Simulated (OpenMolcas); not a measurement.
# One shape, several levels: C2F4O (trifluoroacetyl fluoride)

Wanted: a comparison of 6 runs (B3LYP/cc-pVDZ, BHLYP/cc-pVDZ, BLYP/cc-pVDZ, PBE0/cc-pVDZ, SVWN5/cc-pVDZ, r2SCAN/cc-pVDZ) of C2F4O (trifluoroacetyl fluoride). 

The results are computed with OpenMolcas 26.06.

1 further run of the same task is left out (set aside as unsound or not needed).

**1. The system as given**

The species is C2F4O (7 atoms), meant as a singlet with charge 0. As SMILES, `O=C(F)C(F)(F)F`. The shape is that of a PBE0-D4/def2-TZVP optimisation.

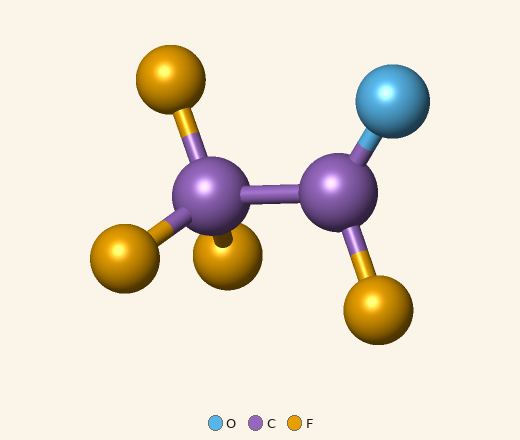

The structure, seen from a chosen angle (oxygen blue, carbon purple, fluorine amber).

**2. Energy and gradient at B3LYP/cc-pVDZ (run 1)**

calc.inp reads:

```
* C2F4O Kohn-Sham DFT

&GATEWAY
 BasLib
 $CurrDir
 Coord
 7
 angstrom
 O        1.061180      -1.396170       0.701140
 C        0.088980      -0.798110       0.435150
 F       -1.136840      -1.201010       0.739860
 C        0.018150       0.551850      -0.306440
 F       -0.697880       0.418270      -1.418740
 F       -0.564330       1.461580       0.468830
 F        1.230750       0.963590      -0.619810
 Basis
 cc-pVDZ
 Group
 NoSym

&SEWARD
 GridInput
 Grid=UltraFine
 End of Grid

&SCF
 KSDFT
 B3LYP
 Thresholds
 1e-10 1e-07 1e-07 1e-05
 PrOrbitals
 1 2

&ALASKA
```

The basis set cc-pVDZ is read from a file made from the Basis Set Exchange's data (not shown).

Command:

```bash
$ export MOLCAS_MEM=1860
$ pymolcas calc.inp > calc.log
```

Output:

```text
--- Start Module: gateway ---
[...]
--- Stop Module: gateway /rc=_RC_ALL_IS_WELL_ ---
[...]
      Basis functions           98
[...]
--- Start Module: scf ---
[...]
       Convergence after  16 Iterations
[...]
::    Total KS-DFT energy                            -550.8260406763
[...]
      Total spin, S                                     0.0000000000
[...]
      Total electronic charge=   56.000000
      Total            charge=   -0.000000
[...]
      Dipole Moment (debye):
      Origin of the operator (angstrom)=   -0.0339    0.0510   -0.0259
                   X= -5.1614E-01               Y=  3.9102E-01               Z= -1.8295E-01           Total=  6.7288E-01
      Quadrupole Moment (debye*angstrom):
[...]
--- Stop Module: scf /rc=_RC_ALL_IS_WELL_ ---
[...]
--- Start Module: alaska ---
[...]
 *              Molecular gradients               *
 **************************************************
  Irreducible representation: a
 ------------------------------------------------------------------------------------------
                              X                       Y                       Z
 ------------------------------------------------------------------------------------------
  O1               -1.82545212409195E-02    1.12382621515721E-02   -4.99124644776039E-03
  C2                4.74132205826194E-03   -1.39052659496439E-02    7.37573161712424E-03
  F3                1.33139000669225E-02    4.61186413974701E-03   -3.44432239414871E-03
  C4               -4.09311402700396E-05    1.00957669988675E-02   -5.58085970367861E-03
  F5                7.25852737688015E-03    1.02749997866758E-03    1.07785971816448E-02
  F6                5.97570757964583E-03   -8.97487346249548E-03   -7.31190504361834E-03
  F7               -1.29940047003387E-02   -4.09325385682457E-03    3.17400479031438E-03
 ------------------------------------------------------------------------------------------
--- Stop Module: alaska /rc=_RC_ALL_IS_WELL_ ---
[...]
```

It took 31 s on 1 thread of Intel Xeon 6975P-C (Granite Rapids), shared host; peak memory 0.54 GiB.

**3. Energy and gradient at BHLYP/cc-pVDZ (run 2)**

job.input reads:

```
&GATEWAY
 BasLib = $CurrDir
 Coord
 7
 angstrom
 O        1.061180      -1.396170       0.701140
 C        0.088980      -0.798110       0.435150
 F       -1.136840      -1.201010       0.739860
 C        0.018150       0.551850      -0.306440
 F       -0.697880       0.418270      -1.418740
 F       -0.564330       1.461580       0.468830
 F        1.230750       0.963590      -0.619810
 Basis = cc-pVDZ
 Group = NoSym

&SEWARD
 GridInput
 Grid=UltraFine
 End of Grid

&SCF
 KSDFT = HYB_GGA_XC_BHANDHLYP
 Thresholds = 1e-10 1e-07 1e-07 1e-05
 PrOrbitals = 1

&ALASKA
```

The basis set cc-pVDZ is read from a file made from the Basis Set Exchange's data (not shown).

Command:

```bash
$ export MOLCAS_MEM=1860
$ pymolcas job.input > job.log
```

Output:

```text
--- Start Module: gateway ---
[...]
--- Stop Module: gateway /rc=_RC_ALL_IS_WELL_ ---
[...]
      Basis functions           98
[...]
--- Start Module: scf ---
[...]
       Convergence after  15 Iterations
[...]
::    Total KS-DFT energy                            -550.6082111027
[...]
      Total spin, S                                     0.0000000000
[...]
      Total electronic charge=   56.000000
      Total            charge=   -0.000000
[...]
      Dipole Moment (debye):
      Origin of the operator (angstrom)=   -0.0339    0.0510   -0.0259
                   X= -4.9027E-01               Y=  3.8942E-01               Z= -1.8395E-01           Total=  6.5257E-01
      Quadrupole Moment (debye*angstrom):
[...]
--- Stop Module: scf /rc=_RC_ALL_IS_WELL_ ---
[...]
--- Start Module: alaska ---
[...]
 *              Molecular gradients               *
 **************************************************
  Irreducible representation: a
 ------------------------------------------------------------------------------------------
                              X                       Y                       Z
 ------------------------------------------------------------------------------------------
  O1                7.96833841476285E-03   -5.34985531973575E-03    2.43771950895066E-03
  C2               -1.82556242930687E-03   -8.85961791621925E-04    6.08877083996817E-04
  F3               -5.52463688433846E-03   -1.89631829475267E-03    1.41298631069464E-03
  C4                1.28099574165041E-04    2.48958162063628E-03   -1.39764494845518E-03
  F5               -3.40605058671528E-03   -1.06423395965882E-03   -6.10779117108962E-03
  F6               -2.65733171413984E-03    4.78495626368414E-03    4.49220509410786E-03
  F7                5.31714362549351E-03    1.92183148131519E-03   -1.44635187839448E-03
 ------------------------------------------------------------------------------------------
--- Stop Module: alaska /rc=_RC_ALL_IS_WELL_ ---
[...]
```

Run time: 30 s. Hardware: 1 thread of Intel Xeon 6975P-C (Granite Rapids), shared host; peak memory 0.54 GiB.

**4. Energy and gradient at BLYP/cc-pVDZ (run 3)**

run.input reads:

```
* C2F4O Kohn-Sham DFT

&GATEWAY
  BasLib=$CurrDir
  Coord
  7
  angstrom
  O        1.061180      -1.396170       0.701140
  C        0.088980      -0.798110       0.435150
  F       -1.136840      -1.201010       0.739860
  C        0.018150       0.551850      -0.306440
  F       -0.697880       0.418270      -1.418740
  F       -0.564330       1.461580       0.468830
  F        1.230750       0.963590      -0.619810
  Basis=cc-pVDZ
  Group=NoSym

&SEWARD
  GridInput
  Grid=UltraFine
  End of Grid

&SCF
  KSDFT=BLYP
  Thresholds=1e-10 1e-07 1e-07 1e-05
  PrOrbitals=1 2

&ALASKA
```

The basis set cc-pVDZ is read from a file made from the Basis Set Exchange's data (not shown).

Command:

```bash
$ export MOLCAS_MEM=1860
$ pymolcas run.input > run.log
```

Output:

```text
--- Start Module: gateway ---
[...]
--- Stop Module: gateway /rc=_RC_ALL_IS_WELL_ ---
[...]
      Basis functions           98
[...]
--- Start Module: scf ---
[...]
       Convergence after  16 Iterations
[...]
::    Total KS-DFT energy                            -550.7666912400
[...]
      Total spin, S                                     0.0000000000
[...]
      Total electronic charge=   56.000000
      Total            charge=   -0.000000
[...]
      Dipole Moment (debye):
      Origin of the operator (angstrom)=   -0.0339    0.0510   -0.0259
                   X= -5.4818E-01               Y=  4.0629E-01               Z= -1.8911E-01           Total=  7.0805E-01
      Quadrupole Moment (debye*angstrom):
[...]
--- Stop Module: scf /rc=_RC_ALL_IS_WELL_ ---
[...]
--- Start Module: alaska ---
[...]
 *              Molecular gradients               *
 **************************************************
  Irreducible representation: a
 ------------------------------------------------------------------------------------------
                              X                       Y                       Z
 ------------------------------------------------------------------------------------------
  O1               -4.02859853400592E-02    2.51388548215559E-02   -1.12125830303107E-02
  C2                9.18547346668053E-03   -2.50424133116955E-02    1.32422601251228E-02
  F3                3.03187094638240E-02    1.04787143881513E-02   -7.82471170053345E-03
  C4               -3.68862218535715E-04    1.73288062570438E-02   -9.54847124489699E-03
  F5                1.68234972287369E-02    2.91030338217224E-03    2.58682765273548E-02
  F6                1.37243506178919E-02   -2.12653002691958E-02   -1.78748998579348E-02
  F7               -2.93971832183146E-02   -9.54896526803495E-03    7.35012918124767E-03
 ------------------------------------------------------------------------------------------
--- Stop Module: alaska /rc=_RC_ALL_IS_WELL_ ---
[...]
```

It took 31 s on 1 thread of Intel Xeon 6975P-C (Granite Rapids), shared host; peak memory 0.54 GiB.

Runs 4 to 5 aren't shown in full; the table further down has their settings and results.

**5. Energy and gradient at r2SCAN/cc-pVDZ (run 6)**

mol.inp reads:

```
* C2F4O Kohn-Sham DFT
&GATEWAY
BASLIB=$CurrDir
COORD
7
angstrom
O        1.061180      -1.396170       0.701140
C        0.088980      -0.798110       0.435150
F       -1.136840      -1.201010       0.739860
C        0.018150       0.551850      -0.306440
F       -0.697880       0.418270      -1.418740
F       -0.564330       1.461580       0.468830
F        1.230750       0.963590      -0.619810
BASIS=cc-pVDZ
GROUP=NoSym
&SEWARD
GRIDINPUT
Grid=UltraFine
End of Grid
&SCF
KSDFT=2
1.0 MGGA_X_R2SCAN
1.0 MGGA_C_R2SCAN
THRESHOLDS=1e-10 1e-07 1e-07 1e-05
PRORBITALS=1 1
&ALASKA
```

The basis set cc-pVDZ is read from a file made from the Basis Set Exchange's data (not shown).

Command:

```bash
$ export MOLCAS_MEM=1860
$ pymolcas mol.inp > mol.log
```

Output:

```text
--- Start Module: gateway ---
[...]
--- Stop Module: gateway /rc=_RC_ALL_IS_WELL_ ---
[...]
      Basis functions           98
[...]
--- Start Module: scf ---
[...]
       Convergence after  16 Iterations
[...]
::    Total KS-DFT energy                            -550.6036822534
[...]
      Total spin, S                                     0.0000000000
[...]
      Total electronic charge=   56.000000
      Total            charge=   -0.000000
[...]
      Dipole Moment (debye):
      Origin of the operator (angstrom)=   -0.0339    0.0510   -0.0259
                   X= -5.5619E-01               Y=  4.1355E-01               Z= -1.9263E-01           Total=  7.1935E-01
      Quadrupole Moment (debye*angstrom):
[...]
--- Stop Module: scf /rc=_RC_ALL_IS_WELL_ ---
[...]
--- Start Module: alaska ---
[...]
 *              Molecular gradients               *
 **************************************************
  Irreducible representation: a
 ------------------------------------------------------------------------------------------
                              X                       Y                       Z
 ------------------------------------------------------------------------------------------
  O1               -2.14930259811013E-02    1.28127354728811E-02   -5.64736360625062E-03
  C2                5.60062558114094E-03   -1.76630411718879E-02    9.39830883184112E-03
  F3                1.48409016575179E-02    3.56969315100031E-03   -2.97150114947708E-03
  C4               -4.37598259257488E-05    1.20021474554155E-02   -6.63009218457311E-03
  F5                7.36149722697199E-03    1.28229959888992E-03    1.03698561546892E-02
  F6                6.10519845442070E-03   -8.49831370939569E-03   -7.32279362916799E-03
  F7               -1.23714371129786E-02   -3.50552079679645E-03    2.80358558286942E-03
 ------------------------------------------------------------------------------------------
--- Stop Module: alaska /rc=_RC_ALL_IS_WELL_ ---
[...]
```

It took 41 s on 1 thread of Intel Xeon 6975P-C (Granite Rapids), shared host; peak memory 0.55 GiB.

**6. Overview of the runs**

```
run           level  energy (Eh)  dipole moment (D)  HOMO energy (eV)  LUMO energy (eV)  wall time
  1   B3LYP/cc-pVDZ  -550.826041               0.67             -9.39             -1.66       31 s
  2   BHLYP/cc-pVDZ  -550.608211               0.65            -11.58             -0.23       30 s
  3    BLYP/cc-pVDZ  -550.766691               0.71             -7.64             -2.27       31 s
  4    PBE0/cc-pVDZ  -550.300272               0.68             -9.73             -1.43       29 s
  5   SVWN5/cc-pVDZ  -547.114069               0.71             -8.00             -2.75       25 s
  6  r2SCAN/cc-pVDZ  -550.603682               0.72             -8.34             -2.38       41 s
```

**7. Results**

| quantity | value |
| --- | --- |
| run 6: total energy | -550.60368 Eh |
| run 6: dipole moment | 0.72 D |
| run 6: HOMO energy | -8.34 eV |
| run 6: LUMO energy | -2.38 eV |
| run 6: HOMO–LUMO gap | 5.95 eV |
| run 6: largest force on an atom | 1.319 eV/Å |

The dipole moment (its size) runs from 0.65 D (BHLYP/cc-pVDZ) to 0.72 D (r2SCAN/cc-pVDZ). The HOMO–LUMO gap runs from 5.25 eV (SVWN5/cc-pVDZ) to 11.35 eV (BHLYP/cc-pVDZ). Totals of different functionals can't be ranked against each other. All runs together took 3.1 min, the longest 41 s.
